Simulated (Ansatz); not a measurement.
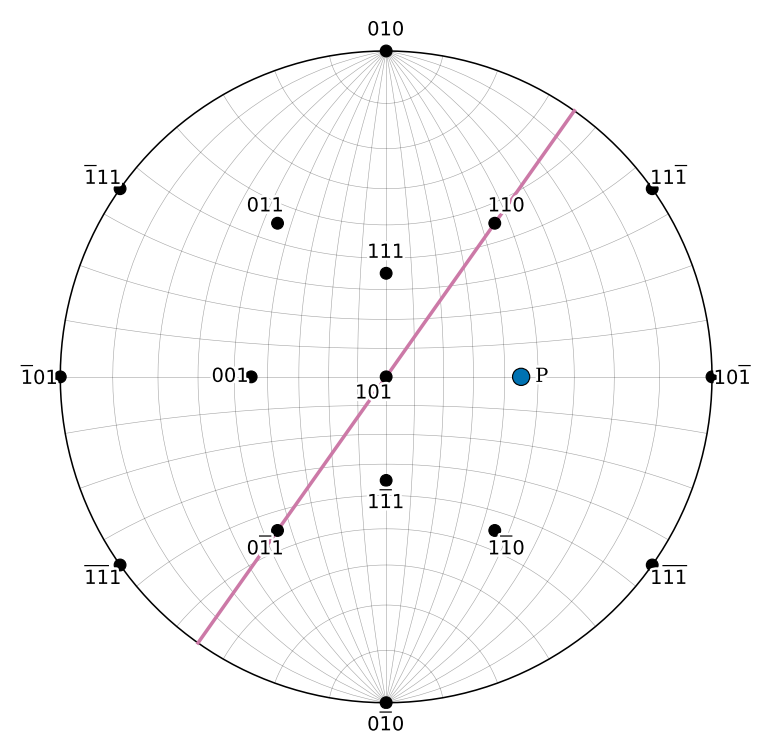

Crystal: TaSi6, coordinates from a relaxation with Ansatz 0.2.0, DFT PBE, scalar-relativistic, plane waves, PAW; the starting structure was generated, so it need not be a known form of this composition. Stereographic projection of plane normals (upper hemisphere) centred on (1 0 1). All values are computed from the atomic coordinates in the standard setting (tolerance 0.002 Å).

a = 8.541 Å, b = 8.541 Å, c = 8.541 Å, α = 90.00°, β = 90.00°, γ = 90.00°.

Q: Index the pole marked P.

A: P is (1 0 0), 45.0° from the centre.

Q: Which zone does the coloured great circle trace?

A: The zone [1 −1 −1]: its poles satisfy h − k − l = 0.

Q: What is the angle between the normals of (−1 −1 1) and (1 1 0), and what are their d_hkl = 1/|g|?

A: 144.7°; d = 4.931 Å and 6.040 Å.
